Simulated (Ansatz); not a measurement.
# What a change does: single-point calculation on AsH₃

System: AsH₃.
Method of run 1: RKS r2SCAN-D4/def2-TZVPPD (Ansatz 0.2.0).

The input adds 5 ghost centres (basis functions without nuclei or electrons, not drawn) at the places of a partner molecule, so the energy is that in the basis of the pair. The geometry comes from this level: PBE0-D4/def2-TZVP. Text and figures count atoms from 1; the logs count them from 0 in places.

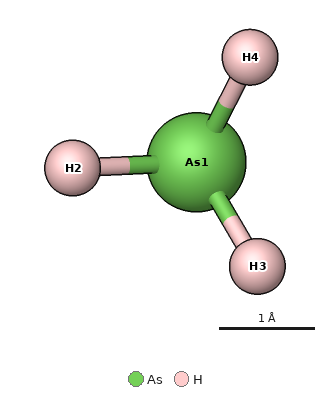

**Figure 1.** The input geometry (ball-and-stick view, seen on its broad side; atoms are numbered from 1 in the order of the input). Bond lengths as drawn: As–H 1.53 Å.

Input file, run 1:
```yaml
crystal:
  periodic: [false, false, false]
  atoms:
    - {symbol: As, position_ang: [-0.088961, 0.124486, 2.322510]}
    - {symbol: H, position_ang: [0.955729, 0.850651, 1.471971]}
    - {symbol: H, position_ang: [0.104236, -1.181022, 1.547614]}
    - {symbol: H, position_ang: [-1.228921, 0.566877, 1.402294]}
basis:
  gaussian:
    orbitals: "def2-TZVPPD.json"
    ghost_atoms:
      - {symbol: N, position_ang: [0.051696, -0.072382, -1.352200]}
      - {symbol: H, position_ang: [-0.648841, -0.738303, -1.684546]}
      - {symbol: H, position_ang: [0.981331, -0.383264, -1.641652]}
      - {symbol: H, position_ang: [0.012047, -0.016508, -0.315226]}
      - {symbol: H, position_ang: [-0.138315, 0.849366, -1.750864]}
hamiltonian: {xc: r2scan, dispersion: d4}
```

Command:
```bash
ansatz run in.yaml --threads 4 --pin off --events-out ev --progress --plain --max-ram 9574MiB
```

Hardware: 4 threads of Arm Neoverse V1, 23 GiB of memory available, shared host.

Output (run 1):
```
Functional definition: r2SCAN
  parameter k0 = 0.174
  parameter k1 = 0.065
  parameter a1 = 4.9479
  exchange = r2scan_x(k0 = k0, k1 = k1, a1 = a1)
  correlation = r2scan_c
969 factors; their error is unknown
mean field evaluation 1: about -60889.2109 eV, gradient 1.3e1 eV
mean field evaluation 2: about -60889.4589 eV, gradient 8.1e0 eV
mean field evaluation 4: about -60889.5768 eV, gradient 5.3e-1 eV
mean field evaluation 8: about -60889.5696 eV, gradient 3.0e-3 eV
mean field -60889.56960376 eV, -2237.6504105056 hartree, gradient 4.1e-5 eV, S^2 0.000000; 0 other end points of the search recorded, 0 dependent functions left out
reference -60889.56961525 eV, -2237.6504109278 hartree; 18, 18 occupied and 192, 192 virtual orbitals, 969 factors
Total energy: -60889.57686030 eV, -2237.6506771786 hartree
```

For run 2 the input was changed thus:
```diff
-    - {symbol: As, position_ang: [-0.088961, 0.124486, 2.322510]}
-    - {symbol: H, position_ang: [0.955729, 0.850651, 1.471971]}
-    - {symbol: H, position_ang: [0.104236, -1.181022, 1.547614]}
-    - {symbol: H, position_ang: [-1.228921, 0.566877, 1.402294]}
+    - {symbol: As, position_ang: [-0.101066, 0.141430, 2.639038]}
+    - {symbol: H, position_ang: [0.943625, 0.867595, 1.788499]}
+    - {symbol: H, position_ang: [0.092131, -1.164078, 1.864141]}
+    - {symbol: H, position_ang: [-1.241026, 0.583821, 1.718822]}
```

Predict how the results change.

With the same method and basis, run 2 lies 0.02 kcal/mol higher.

Output (run 2):
```
Functional definition: r2SCAN
  parameter k0 = 0.174
  parameter k1 = 0.065
  parameter a1 = 4.9479
  exchange = r2scan_x(k0 = k0, k1 = k1, a1 = a1)
  correlation = r2scan_c
969 factors; their error is unknown
mean field evaluation 1: about -60889.2108 eV, gradient 1.3e1 eV
mean field evaluation 2: about -60889.4586 eV, gradient 8.1e0 eV
mean field evaluation 4: about -60889.5764 eV, gradient 5.3e-1 eV
mean field evaluation 8: about -60889.5687 eV, gradient 2.9e-3 eV
mean field -60889.56870778 eV, -2237.6503775789 hartree, gradient 3.7e-5 eV, S^2 0.000000; 0 other end points of the search recorded, 0 dependent functions left out
reference -60889.56871948 eV, -2237.6503780088 hartree; 18, 18 occupied and 192, 192 virtual orbitals, 969 factors
Total energy: -60889.57596453 eV, -2237.6506442596 hartree
```

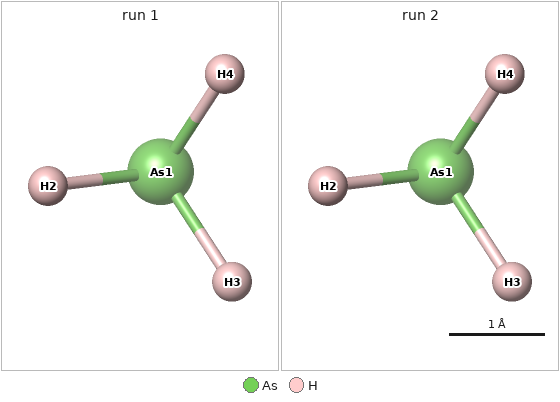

**Figure 2.** The two input geometries at one scale (ball-and-stick view, seen on its broad side). No atom moves by more than 0.005 Å after the best rigid fit.

The two runs side by side:

| quantity | run 1 | run 2 |
| --- | --- | --- |
| outcome | converged | converged |
| total energy (hartree) | −2237.650677 | −2237.650644 |
| basis functions | 210 | 210 |
| wall time (shared host) | 2.4 s | 2.4 s |
